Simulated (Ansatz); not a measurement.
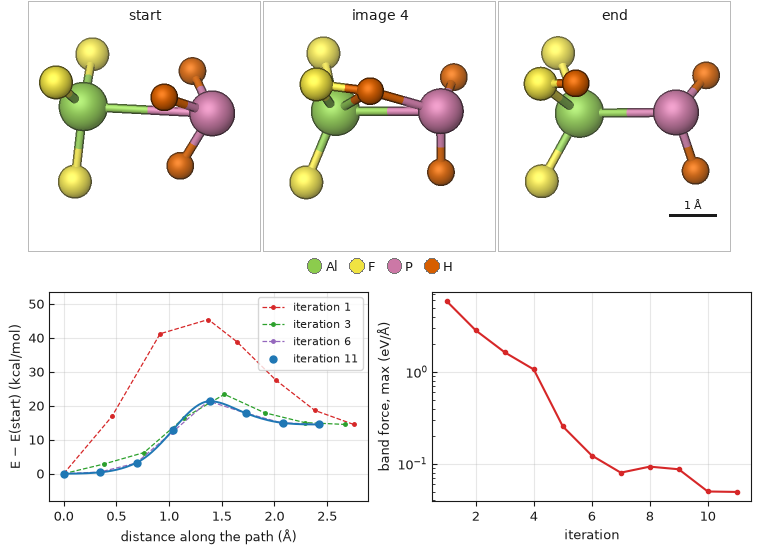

A nudged-elastic-band calculation for AlPH$_{3}$F$_{3}$, made up at the start of AlF₃ and PH₃. Images are numbered from 0 (start) to 7 (end). The plot follows the band through its iterations. The picture is a ball-and-stick view, seen at a tilt.

Computed with RKS PBE0/cc-pVDZ in Ansatz. Run with 6 movable images; no climbing image; force threshold 0.05 eV/Å; iteration limit 60; starting path through a guess of the saddle point.

Question: Did the band converge, and can the barrier be trusted?

Answer: The run is converged, with reservations. The band converged in 11 iterations. The largest component of the band force went from 5.9 to 0.049 eV/Å. No image climbed, so the highest image needn't lie on the saddle point, and the true maximum along this path can be higher. The first iteration put the highest image at 45.4 kcal/mol. Forward barrier 21.3 kcal/mol, backward barrier 6.8 kcal/mol, with image 4 at the top; the reaction energy is +14.5 kcal/mol.

The run took 3.2 min on 2 threads of Arm Neoverse V1 (shared host), peak memory 0.21 GiB.
